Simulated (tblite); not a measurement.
# Molecular dynamics of CCl$_{3}$F

System: CCl$_{3}$F (trichlorofluoromethane), SMILES FC(Cl)(Cl)Cl.
Method: GFN2-xTB Langevin dynamics, gas phase (tblite 0.8.0).

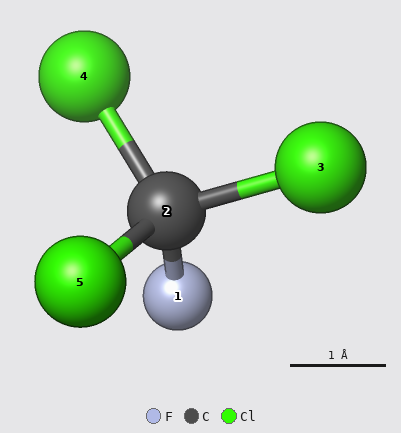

**Figure 1.** The structure as given in the input (ball-and-stick view, seen at a tilt; atoms are numbered from 1 in the order of the input). Bond lengths as drawn: C–Cl 1.77 Å and C–F 1.34 Å.

Input file
```
{"job": {"kind": "md", "xc": "GFN2-xTB", "basis": "xTB", "temperature": 200, "steps": 2000, "every": 50}, "charge": 0, "multiplicity": 1}
F      0.060305    -0.141039     1.396058
C      0.004642    -0.006315     0.066724
Cl    -0.457934     1.660563    -0.312646
Cl     1.602752    -0.370613    -0.603874
Cl    -1.201142    -1.139743    -0.563447
```

The first line tells a small driver script what to run in tblite; the rest is the geometry in Å.

Hardware: 1 CPU thread, shared host.

Launch command:
```bash
OMP_NUM_THREADS=1 python <driver script> task.json out
```

What the program printed
```
t/fs     T/K      E/eV
    0.0    77.6   -557.92067
   25.0   156.3   -557.87692
   50.0   200.4   -557.88473
   75.0    90.8   -557.85435
  100.0   220.4   -557.87146
  125.0   113.5   -557.83771
  150.0   100.4   -557.84739
  175.0   119.3   -557.85072
  200.0    74.4   -557.83904
  225.0   180.0   -557.89501
  250.0    70.8   -557.87160
  275.0    38.4   -557.87022
  300.0    88.7   -557.89944
  325.0    77.2   -557.86956
  350.0   117.1   -557.88235
  375.0    88.1   -557.82990
  400.0   211.1   -557.86422
  425.0   195.2   -557.82742
  450.0   182.6   -557.84846
  475.0   164.4   -557.80601
  500.0   192.2   -557.84890
  525.0   203.1   -557.85384
  550.0   212.2   -557.87801
  575.0   232.3   -557.88664
  600.0   265.5   -557.88061
  625.0   272.0   -557.89747
  650.0   206.2   -557.87898
  675.0   218.7   -557.88846
  700.0   250.2   -557.87962
  725.0   171.2   -557.83276
  750.0   232.9   -557.85122
  775.0   206.3   -557.87460
  800.0    66.8   -557.87298
  825.0   110.9   -557.81492
  850.0   214.7   -557.87146
  875.0   209.7   -557.82930
  900.0   134.6   -557.78017
  925.0   250.0   -557.84598
  950.0   159.6   -557.85456
  975.0   222.1   -557.88474
 1000.0   250.8   -557.85674
```

Trajectory as extended XYZ (Å, eV, eV/Å), 18 of the 41 frames kept, from step=0 to step=40
```
5
Properties=species:S:1:pos:R:3:forces:R:3 step=0 time_fs=0.0 energy=-557.92067 temperature=77.6
F     0.0603   -0.1410    1.3961    0.0013   0.0043   0.0025
C     0.0046   -0.0063    0.0667    0.0007  -0.0026   0.0007
Cl   -0.4579    1.6606   -0.3126    0.0008  -0.0028   0.0011
Cl    1.6028   -0.3706   -0.6039   -0.0006   0.0013  -0.0005
Cl   -1.2011   -1.1397   -0.5634   -0.0023  -0.0002  -0.0038
5
Properties=species:S:1:pos:R:3:forces:R:3 step=2 time_fs=50.0 energy=-557.88473 temperature=200.4
F    -0.0934   -0.1037    1.3592    0.0526  -0.3055  -0.2409
C    -0.0712   -0.0259    0.0158    0.4799   0.2140   0.2920
Cl   -0.3998    1.6603   -0.3743   -0.1316   0.1006  -0.2291
Cl    1.6137   -0.4182   -0.5415   -0.6372  -0.0747   0.1567
Cl   -1.2869   -1.1096   -0.6541    0.2363   0.0656   0.0212
5
Properties=species:S:1:pos:R:3:forces:R:3 step=5 time_fs=125.0 energy=-557.83771 temperature=113.5
F    -0.1848   -0.0268    1.3920   -0.5250  -0.1016   0.5685
C    -0.1558    0.0531    0.0839    0.4360  -0.6000  -1.1267
Cl   -0.4949    1.6790   -0.4580   -0.2121   0.1153   0.0393
Cl    1.4860   -0.4184   -0.4199    0.2956   0.0824  -0.0480
Cl   -1.2433   -1.1627   -0.7321    0.0055   0.5040   0.5669
5
Properties=species:S:1:pos:R:3:forces:R:3 step=7 time_fs=175.0 energy=-557.85072 temperature=119.3
F    -0.3215   -0.0331    1.3666    0.1337  -0.0493  -1.0945
C    -0.2046   -0.0008   -0.0072    0.3164   0.2765   0.9545
Cl   -0.4850    1.6791   -0.5187   -0.3939  -0.2251  -0.0039
Cl    1.4968   -0.3385   -0.4402   -0.2913  -0.3239   0.1376
Cl   -1.3343   -1.1832   -0.6684    0.2352   0.3218   0.0063
5
Properties=species:S:1:pos:R:3:forces:R:3 step=9 time_fs=225.0 energy=-557.89501 temperature=180.0
F    -0.2851    0.0008    1.3239   -0.1219  -0.1775   0.7743
C    -0.2150    0.0626    0.0174    0.6005  -0.0568  -0.9052
Cl   -0.5761    1.7012   -0.4979   -0.0904   0.2375  -0.0843
Cl    1.4764   -0.3564   -0.4824   -0.2577   0.0669   0.1343
Cl   -1.3193   -1.0869   -0.7337   -0.1305  -0.0702   0.0808
5
Properties=species:S:1:pos:R:3:forces:R:3 step=12 time_fs=300.0 energy=-557.89944 temperature=88.7
F    -0.2525   -0.0053    1.3351    0.0316   0.0623  -0.3064
C    -0.1964    0.0676   -0.0084   -0.0669   0.3699   0.2129
Cl   -0.6429    1.7376   -0.5067    0.2753  -0.1745   0.1584
Cl    1.4316   -0.3679   -0.5327    0.0261   0.1280   0.0188
Cl   -1.3696   -1.0197   -0.6984   -0.2661  -0.3857  -0.0837
5
Properties=species:S:1:pos:R:3:forces:R:3 step=14 time_fs=350.0 energy=-557.88235 temperature=117.1
F    -0.2768   -0.0289    1.2902   -0.0435   0.0796   0.2756
C    -0.2283    0.0272   -0.0413   -0.1104   0.4508   0.0476
Cl   -0.5877    1.7065   -0.5551   -0.3193  -0.0925   0.0646
Cl    1.4048   -0.2896   -0.5491    0.4752  -0.4366  -0.1969
Cl   -1.4020   -1.1285   -0.6595   -0.0020  -0.0013  -0.1909
5
Properties=species:S:1:pos:R:3:forces:R:3 step=16 time_fs=400.0 energy=-557.86422 temperature=211.1
F    -0.3833    0.0331    1.2236   -0.0230  -0.4056   0.9302
C    -0.2784   -0.0105   -0.0912    0.2192   0.8292  -0.1637
Cl   -0.6998    1.6743   -0.5828    0.0167  -0.2209  -0.3959
Cl    1.4156   -0.3575   -0.4900   -0.1190  -0.0646  -0.1468
Cl   -1.3856   -1.1903   -0.7243   -0.0938  -0.1381  -0.2238
5
Properties=species:S:1:pos:R:3:forces:R:3 step=19 time_fs=475.0 energy=-557.80601 temperature=164.4
F    -0.4131   -0.0935    1.1887   -0.3901   0.4155   1.5232
C    -0.2921    0.0183   -0.0980   -0.5898  -0.3915  -1.3317
Cl   -0.8911    1.5451   -0.7633    0.0762   0.3798   0.3118
Cl    1.3439   -0.2692   -0.5076    1.1851   0.0179  -0.3657
Cl   -1.3018   -1.2542   -0.8364   -0.2814  -0.4217  -0.1377
5
Properties=species:S:1:pos:R:3:forces:R:3 step=21 time_fs=525.0 energy=-557.85384 temperature=203.1
F    -0.3831   -0.0269    1.0940    0.4037  -0.1448   0.0267
C    -0.2803   -0.0629   -0.2605   -0.1821   0.0156   0.9734
Cl   -0.9206    1.4568   -0.7908   -0.2418   0.6140  -0.5490
Cl    1.4206   -0.2155   -0.7019   -0.0639  -0.2108  -0.0547
Cl   -1.3052   -1.4024   -0.7512    0.0841  -0.2740  -0.3963
5
Properties=species:S:1:pos:R:3:forces:R:3 step=24 time_fs=600.0 energy=-557.88061 temperature=265.5
F    -0.3336   -0.0152    1.0435    0.1124   0.0809  -0.2428
C    -0.2622   -0.1508   -0.2873   -0.0694  -0.2974  -0.1193
Cl   -0.9920    1.2240   -1.0952   -0.2297   0.3228   0.0711
Cl    1.3966   -0.3147   -0.8359    0.5430   0.1182   0.1937
Cl   -1.0921   -1.6394   -0.7611   -0.3564  -0.2244   0.0973
5
Properties=species:S:1:pos:R:3:forces:R:3 step=26 time_fs=650.0 energy=-557.87898 temperature=206.2
F    -0.2052   -0.0874    0.8413   -0.0851   0.0733   0.8679
C    -0.1653   -0.2596   -0.4734   -0.1849  -0.2495   0.1712
Cl   -1.0659    1.0460   -1.1902   -0.1848   0.4360  -0.4368
Cl    1.5198   -0.2596   -0.9182    0.4143  -0.0524  -0.4095
Cl   -0.9627   -1.8070   -0.8123    0.0405  -0.2074  -0.1928
5
Properties=species:S:1:pos:R:3:forces:R:3 step=28 time_fs=700.0 energy=-557.87962 temperature=250.2
F    -0.1892   -0.1444    0.8438    0.2720  -0.0077  -0.5516
C    -0.1027   -0.2859   -0.4932   -0.5814  -0.6656   0.0444
Cl   -1.1409    0.9086   -1.2684    0.1105   0.1513   0.0575
Cl    1.5523   -0.1958   -1.0684   -0.0408   0.1200   0.2213
Cl   -0.7755   -1.9344   -0.9137    0.2397   0.4020   0.2283
5
Properties=species:S:1:pos:R:3:forces:R:3 step=31 time_fs=775.0 energy=-557.87460 temperature=206.3
F    -0.1700   -0.2242    0.7807    0.0979  -0.0974  -0.1503
C    -0.1966   -0.4178   -0.5397    0.3190   0.3556  -0.2524
Cl   -1.3759    0.7628   -1.2187    0.3342  -0.5558   0.0970
Cl    1.4635   -0.0486   -1.2126   -0.7371  -0.1760   0.3124
Cl   -0.6096   -2.1120   -0.8674   -0.0140   0.4736  -0.0067
5
Properties=species:S:1:pos:R:3:forces:R:3 step=33 time_fs=825.0 energy=-557.81492 temperature=110.9
F    -0.0643   -0.1910    0.8846   -0.4926   0.0321  -0.4221
C    -0.2340   -0.3764   -0.4224    0.9235   0.0034  -0.9572
Cl   -1.4494    0.6678   -1.2015    0.1959  -0.1230   0.6275
Cl    1.3886    0.0062   -1.2252   -0.5557  -0.0520   0.3946
Cl   -0.5928   -2.0659   -0.8171   -0.0710   0.1395   0.3572
5
Properties=species:S:1:pos:R:3:forces:R:3 step=35 time_fs=875.0 energy=-557.82930 temperature=209.7
F    -0.1111   -0.0822    0.7744    0.0534  -0.2576   0.3361
C    -0.1985   -0.3701   -0.5389    0.6454   0.6056   0.6328
Cl   -1.4697    0.6314   -1.1424   -0.4927   0.3440  -0.5929
Cl    1.4125    0.1622   -1.1940   -0.4229  -0.4374  -0.1593
Cl   -0.5724   -2.0596   -0.7098    0.2167  -0.2546  -0.2166
5
Properties=species:S:1:pos:R:3:forces:R:3 step=38 time_fs=950.0 energy=-557.85456 temperature=159.6
F    -0.1438    0.1161    0.9277   -0.3193   0.2757   0.5129
C    -0.1431   -0.1821   -0.3557   -0.5458  -0.8294  -0.4685
Cl   -1.5066    0.6187   -1.2121    0.4082   0.0415   0.2855
Cl    1.4069    0.1791   -1.0033    0.5832   0.4733  -0.4499
Cl   -0.3863   -1.9628   -0.5206   -0.1263   0.0390   0.1200
5
Properties=species:S:1:pos:R:3:forces:R:3 step=40 time_fs=1000.0 energy=-557.85674 temperature=250.8
F    -0.4379    0.0756    0.9986    0.5881   0.1389  -0.1275
C    -0.1780   -0.2502   -0.2919   -0.6711  -0.1860   0.6442
Cl   -1.3770    0.6477   -1.2215   -0.0794  -0.0378  -0.3701
Cl    1.4406    0.1223   -0.7894    0.3615   0.3338   0.0870
Cl   -0.3970   -2.0041   -0.3722   -0.1990  -0.2489  -0.2336
```

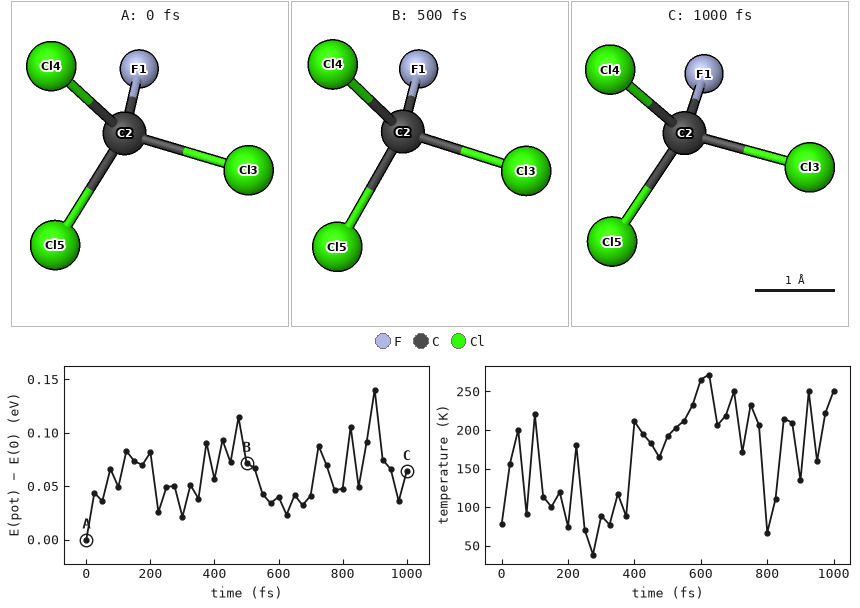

**Figure 2.** Frames of the molecular dynamics (ball-and-stick, seen at a tilt) above the curves, on which the letters mark them. The trajectory kept here has 41 frames over 1000 fs. The temperature starts at 78 K, ranges from 38 to 272 K and averages 204 K over the second half. The potential energy ends 0.064 eV above its first value. After an unweighted best fit of the last frame on the first, the root-mean-square displacement is 0.06 Å.

Summary

| quantity | value |
| --- | --- |
| outcome | finished |
| mean temperature over the second half | 204 K |
| trajectory | 41 frames kept, 1000 fs |
| wall time | 28 s |
| peak memory | 0.18 GiB |
